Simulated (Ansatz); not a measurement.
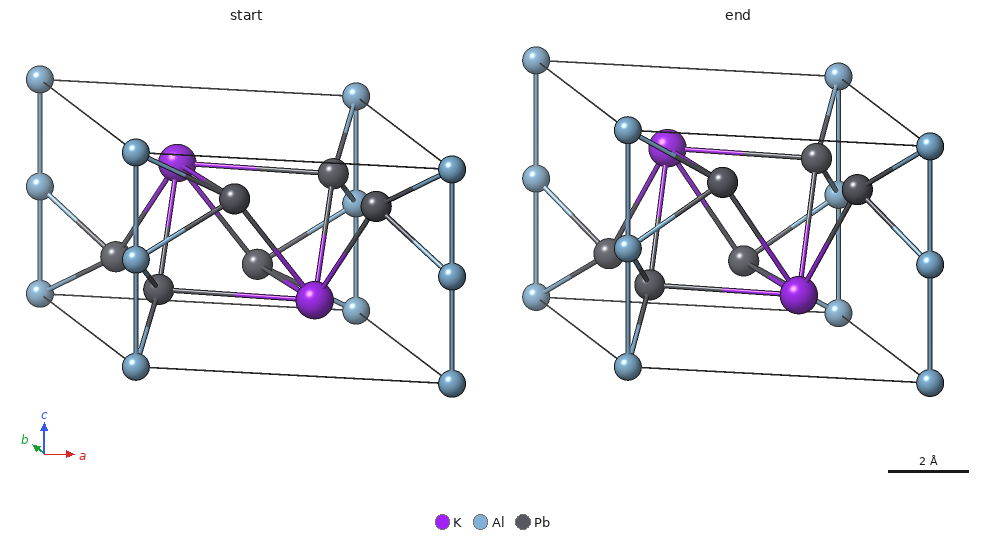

The structure of a crystal of KAlPb₃ (built on the hexagonal perovskite (2H) type) before (left) and after (right) a relaxation, at one scale.

A ball-and-stick model of the cell of the calculation, seen slightly off an axis.

Case: hexagonal perovskite (2H) type (P6_3/mmc, No. 194).

Theory: Ansatz 0.2.0, DFT PBE, scalar-relativistic, plane waves, PAW. Set-up: plane-wave cutoff 420 eV; k-point mesh 6 × 6 × 8; occupations gaussian; smearing width 0.1 eV; no spin polarisation; cell and atoms relaxed; force threshold 0.01 eV/Å; at most 80 steps.

### Summarise the run.

The largest moves relative to the cell, 0.009 Å, are those of Pb atoms. Al and K stay in place. The volume changes by +0.9 %, with a = b 8.199 → 7.839 Å (−4.4 %), c 5.576 → 6.156 Å (+10.4 %). Some distances before and after: Al–Al 2.788 → 3.078 Å, K–Pb 4.107 → 3.927 Å, K–Pb 3.502 → 3.680 Å, Al–Pb 2.963 → 2.943 Å. Bond angles that change, for instance: K–Pb–K 105.5° → 113.5°, K–Pb–Al 99.2° → 91.7°, Al–Pb–Al 56.1° → 63.1°. The space group stays P6_3/mmc (No. 194). After 6 accepted moves (7 points after the start) the energy has fallen by 0.143 eV per cell of the calculation. The largest force component goes from 0.097 to under 0.0001 eV/Å. Pressure: 0.20 GPa at the start and 0.01 GPa at the end. At 1 point the geometry stayed and the basis and grid were re-selected for the new cell (energy shift of 2.8 meV per cell of the calculation at most each time). Cost: 6.5 min on 1 thread of Arm Neoverse V2 (shared host), peak memory 0.88 GiB.
